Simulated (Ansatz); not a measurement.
Geometry optimisation.

Program: Ansatz.

```
crystal:
  lattice:
    - [-3.37308553, 3.37308553, 3.37308553]
    - [3.37308553, -3.37308553, 3.37308553]
    - [3.37308553, 3.37308553, -3.37308553]
  atoms:
    - { symbol: Be, position: [0.5, 0.5, 0.0] }
    - { symbol: Be, position: [0.0, 0.5, 0.5] }
    - { symbol: Be, position: [0.5, 0.0, 0.5] }
    - { symbol: Ag, position: [0.0, 0.0, 0.0] }
    - { symbol: S, position: [0.30707416, 0.0, 0.0] }
    - { symbol: S, position: [0.0, 0.0, 0.30707416] }
    - { symbol: S, position: [0.69292584, 0.69292584, 0.69292584] }
    - { symbol: S, position: [0.0, 0.30707416, 0.0] }
basis:
  ecutwfc: 420
kpoints:
  mp_grid: { grid: [4, 4, 4] }
hamiltonian:
  xc: pbe
scf:
  occupations: { method: gaussian, width: 0.1 }
  lower_state_search: "off"
output:
  forces: true
  stress: true
  eigenvalues: true
relax:
  adjacent_minimum: "off"
  f_tol: 0.04
  max_steps: 70
  cell: { stress_tol: 0.4 }
```

Launched with:
```bash
ansatz run input.yaml --threads 1 --pin off --max-ram 2048MiB --backend cpu --events-out ev --progress --plain --runs-dir out
```

**How does the optimisation go?**

The optimisation met its thresholds at geometry 8, counting the start as the first. The energy fell by about 2500 meV/atom from the first step to the last. Step 6 went uphill and was rejected by the line search. The largest force component goes from about 13 eV/Å at the start to 6 × 10⁻³ eV/Å at the end. The volume shrinks from 19.2 to 14.7 Å³ per atom (−23 %), overshooting to 14.1 at step 5.

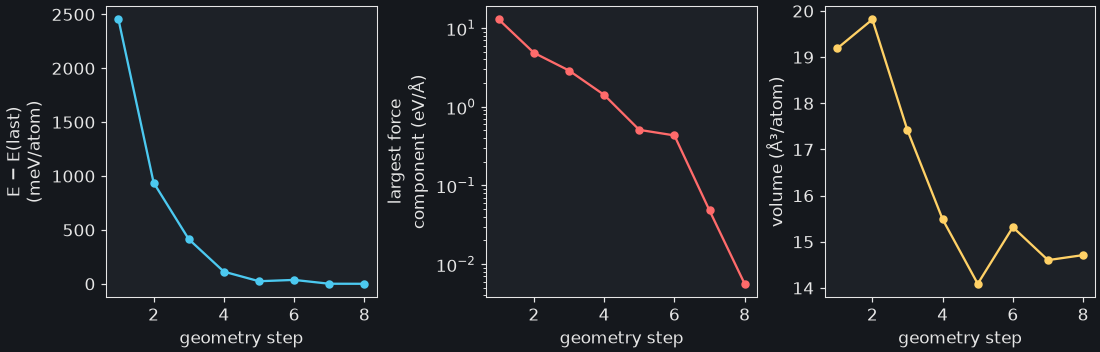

History of the run, step by step. Atoms and cell relax. A closing SCF on a freshly chosen basis isn't drawn.
